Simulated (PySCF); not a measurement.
## Electronic structure of C₅H₁₆B₂Si (SMILES BCB(CC)[SiH](C)C) in real space

```xyz
24

B    -1.8994    1.9727   -0.0718
C    -1.5733    0.8774    0.9972
B    -0.4401   -0.0144    0.3504
C    -0.8136   -1.2780   -0.5258
C    -2.2798   -1.7119   -0.5934
Si    1.4512    0.5096    0.5462
C     2.1653    1.1542   -1.1104
C     2.5824   -0.9402    1.0802
H    -2.7844    1.8305   -0.8244
H    -1.2403    2.9372   -0.1431
H    -1.1909    1.3472    1.9034
H    -2.4556    0.2876    1.2401
H    -0.4752   -1.0659   -1.5480
H    -0.2136   -2.1393   -0.2122
H    -2.9036   -0.9013   -0.9615
H    -2.4030   -2.5650   -1.2593
H    -2.6391   -2.0022    0.3919
H     1.7209    1.5835    1.5361
H     1.6040    2.0108   -1.4716
H     2.1265    0.3896   -1.8816
H     3.2017    1.4592   -1.0052
H     2.3009   -1.3250    2.0557
H     3.6213   -0.6320    1.1391
H     2.5262   -1.7649    0.3754
```

Geometry: GFN2-xTB.

The calculation used PySCF 2.14.0, PBE0/pcSseg-1, SCF density, gas phase, non-relativistic.

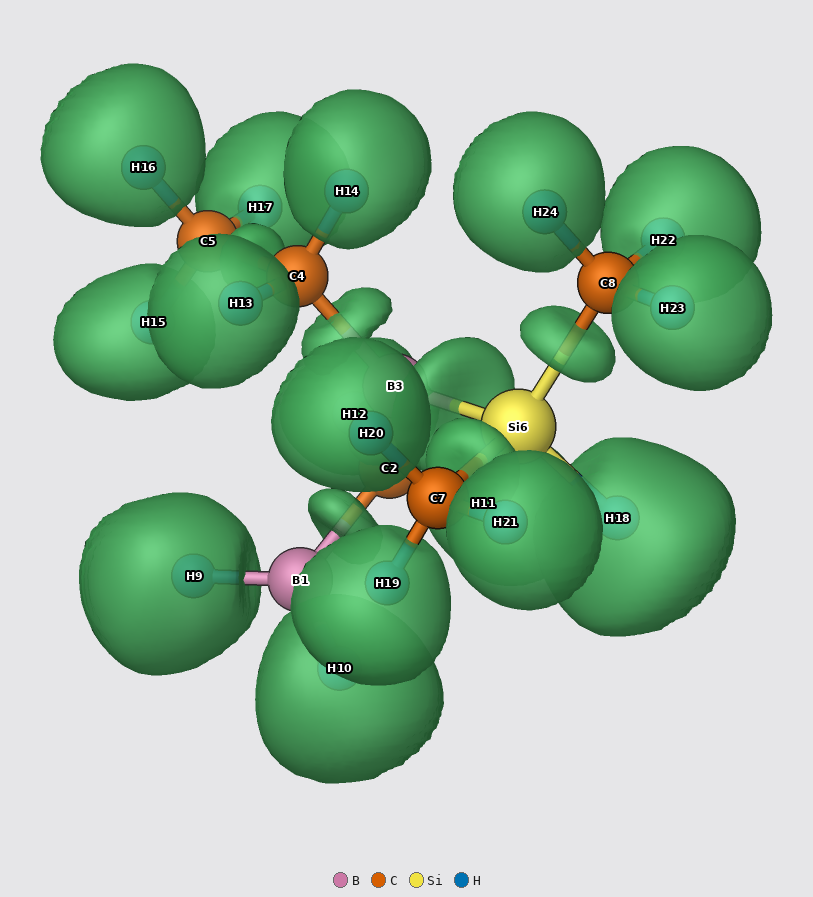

Figure 1. Isosurface of the ELF at 0.85 (green), seen at an oblique angle. Only the valence region is drawn (cores and ρ < 0.01 e/Å³ removed).

> Describe the localisation domains.

The ELF exceeds this value in three regions between bonded B–C atoms (shared pairs), one region between bonded B–Si atoms (shared pairs), one region between bonded C–C atoms (shared pairs), two regions between bonded C–Si atoms (shared pairs) and 16 regions around hydrogen nuclei.


C–C (1.53 Å): the ELF peaks at about 0.95 between the atoms: localised, covalent bonding. C–B (1.56 Å): the ELF peaks at about 0.95 between the atoms, as expected for a shared electron pair.

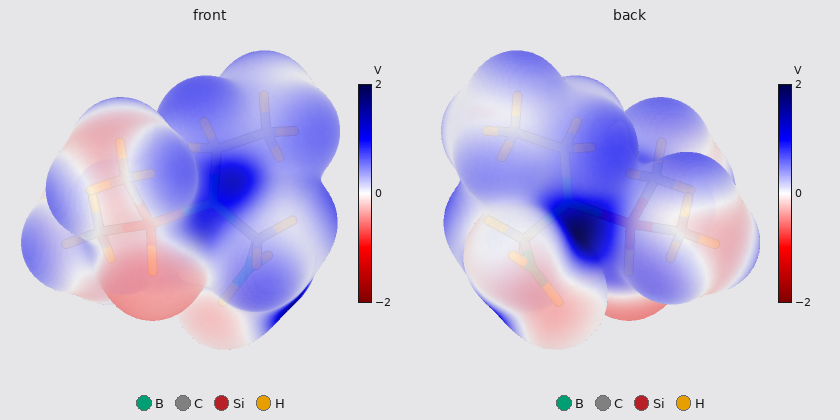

Figure 2. The molecular electrostatic potential painted on the density surface at 0.002 e/bohr³, seen from the front and from behind; the colour scale runs from red (negative) to blue (positive).

> Which sites attract a positive test charge, and which a negative one?

A positive charge is drawn to the negative regions and a negative charge to the positive ones. The most negative region (about −0.4 V, or −9 kcal/mol for a unit charge) lies over H18, the most positive (about +1.7 V, or +39 kcal/mol for a unit charge) over B1 and B3.

> What dipole moment does the calculation give?

Its dipole moment is 1.04 D.
